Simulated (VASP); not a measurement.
Energy against volume of Ni (fcc). Level of theory: LDA (Ceperley-Alder, Perdew-Zunger), VASP's LDA PAW potentials (set 64) (plane waves; VASP).

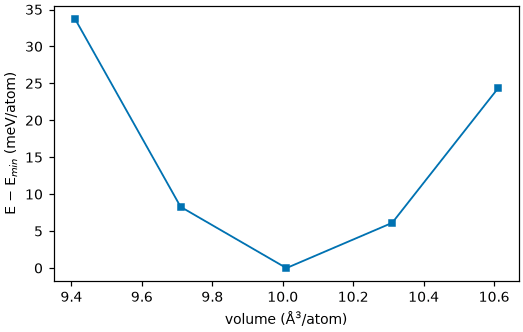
Figure: Energy against volume

**Question.** Estimate the equilibrium volume and the bulk modulus.

**Answer.** The minimum lies near 10.0 Å³/atom, and the curvature gives B0 of about 250 GPa.

Measured: bulk modulus 192 GPa at 0 K (computed value off by +31.9 %), as given by Daniel Mejia-Rodriguez et al., Physical Review B (2018), arXiv:1807.09216 [0 K value with the zero-point phonon effect removed]; a 3.508 Å at 0 K (computed value off by -2.4 %), as given by Daniel Mejia-Rodriguez et al., Physical Review B (2018), arXiv:1807.09216 [static lattice: zero-point anharmonic expansion removed].

The compound is Ni in the fcc structure. It was relaxed first, which changed the volume by -8 %.
